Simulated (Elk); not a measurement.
Band structure of a sheet of Ta2N (3 atoms in the cell).

```yaml
crystal:
  lattice:
    - [2.90553, 0.00000, 0.00000]
    - [-1.45277, 2.51626, 0.00000]
    - [0.00000, 0.00000, 16.35107]
  atoms:
    - { symbol: N, position: [0.00000, 0.00000, 0.50000] }
    - { symbol: Ta, position: [0.33333, 0.66667, 0.57189] }
    - { symbol: Ta, position: [0.66667, 0.33333, 0.42811] }
```

Level of theory: PBE, all-electron FP-LAPW, Elk's shipped species files, APW+lo basis with extra local orbitals in Elk.

Settings: xctype = 20; rgkmax = 8; stype = 0; swidth = 0.00183747 Ha; ngridk = 7 7 1; gmaxvr = 14 1/bohr; nxlo = 2; lorbcnd = true; lmaxi = 3.

The starting cell was generated: these elements placed on a structure prototype, without a prior relaxation; it need not be a known phase or ordering of this composition. Its lattice was rescaled in the plane by a random factor within 2.5 % of one. Spin-orbit coupling is off. Spin polarisation is off. Values depend on the basis (sphere radii, cutoffs, local orbitals), which need not be converged.

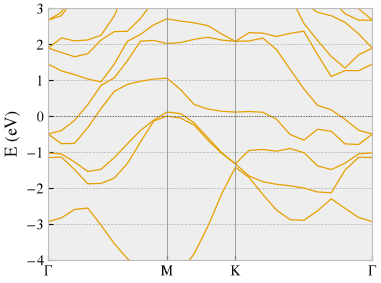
Figure: Bands along the path, energies from the Fermi level.

Levels in eV from the Fermi level, bands 26 to 33:
```csv
point,26,27,28,29,30,31,32,33
Γ,-6.98,-2.93,-1.15,-1.02,-0.49,-0.49,1.45,1.90
M,-7.02,-4.52,0.00,0.12,1.06,2.02,2.71,3.39
K,-6.92,-1.42,-1.32,-1.32,0.12,2.09,2.09,3.57
```

Bands cross the Fermi level along this path, so the cell is metallic at this level.
